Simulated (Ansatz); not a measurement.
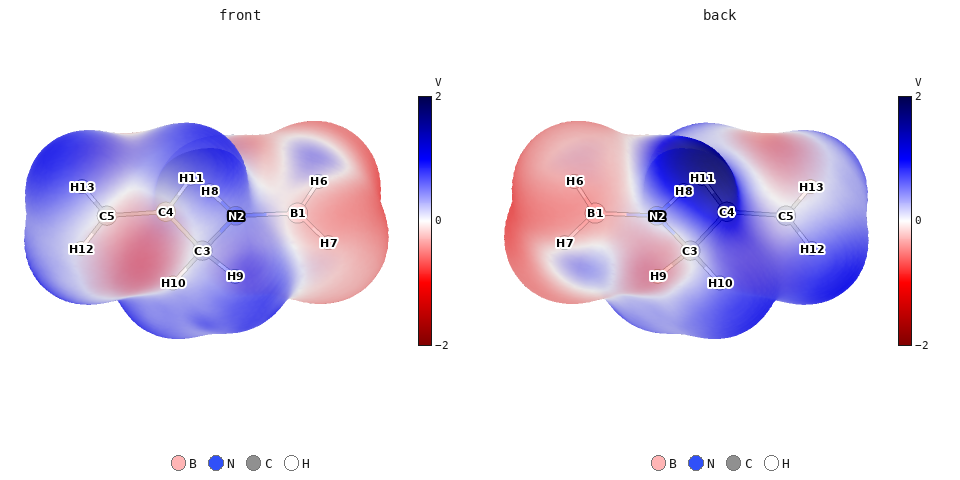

C₃H₈BN. The electrostatic potential painted on the density surface at 0.002 e/bohr³, seen from the front and from behind; red is negative and blue positive.

Geometry: PBE0-D4/def2-TZVP.

Computed with Ansatz, RKS PBE0-D4/def2-TZVPP.

The calculation's input:

```
crystal:
  periodic: [false, false, false]
  atoms:
    - {symbol: B, position_ang: [-0.599912, 1.526968, 1.749531]}
    - {symbol: N, position_ang: [-0.715082, 0.463957, 0.870923]}
    - {symbol: C, position_ang: [-0.165351, 0.374673, -0.467584]}
    - {symbol: C, position_ang: [0.814209, -0.747309, -0.599022]}
    - {symbol: C, position_ang: [0.692261, -1.746337, -1.460637]}
    - {symbol: H, position_ang: [-1.101875, 1.438040, 2.832315]}
    - {symbol: H, position_ang: [-0.002149, 2.504634, 1.398599]}
    - {symbol: H, position_ang: [-1.201453, -0.372564, 1.157957]}
    - {symbol: H, position_ang: [0.325050, 1.329635, -0.677049]}
    - {symbol: H, position_ang: [-0.965848, 0.248744, -1.205569]}
    - {symbol: H, position_ang: [1.662407, -0.714180, 0.081623]}
    - {symbol: H, position_ang: [-0.150958, -1.802393, -2.142809]}
    - {symbol: H, position_ang: [1.429002, -2.538568, -1.523479]}
basis:
  gaussian: {orbitals: def2-TZVPP}
hamiltonian: {xc: pbe0, dispersion: d4}
output: {orbitals: {seedname: orbitals}}
```

Run with:

```sh
ansatz run in.yaml --threads 4 --pin off --events-out ev --progress --plain --max-ram 10444MiB
```

### Which sites attract a positive test charge, and which a negative one?

A positive charge is drawn to the negative regions and a negative charge to the positive ones. The most negative region (about −0.6 V) lies over H6, the most positive (about +1.8 V) over H8.
